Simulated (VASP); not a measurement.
Data:

```
CSi
1.0
    2.61964     0.00000     0.00000
    0.00000     2.61964     0.00000
    0.00000     0.00000     2.61964
Si C
1 1
Cartesian
  0.00000   0.00000   0.00000
  1.30982   1.30982   1.30982
```

All values below come from r2SCAN meta-GGA, VASP's PBE PAW potentials (set 64) (plane waves; VASP). Numerical set-up: 520 eV cut-off, 15×15×15 Γ-centred mesh, tetrahedra with Blöchl corrections, potentials Si C.

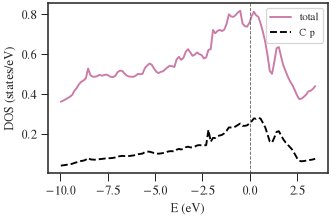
Fig. 1. Total and projected density of states, zero at the Fermi level

Within 2 eV below the Fermi level the largest weight inside VASP's projection spheres is C p, then Si p.

It has no gap at this level: it comes out as a metal or semimetal.

The structure was generated: SiC was put into the CsCl type (Pm-3m), which need not be its known phase. It was relaxed first, which changed the volume by +23 %.
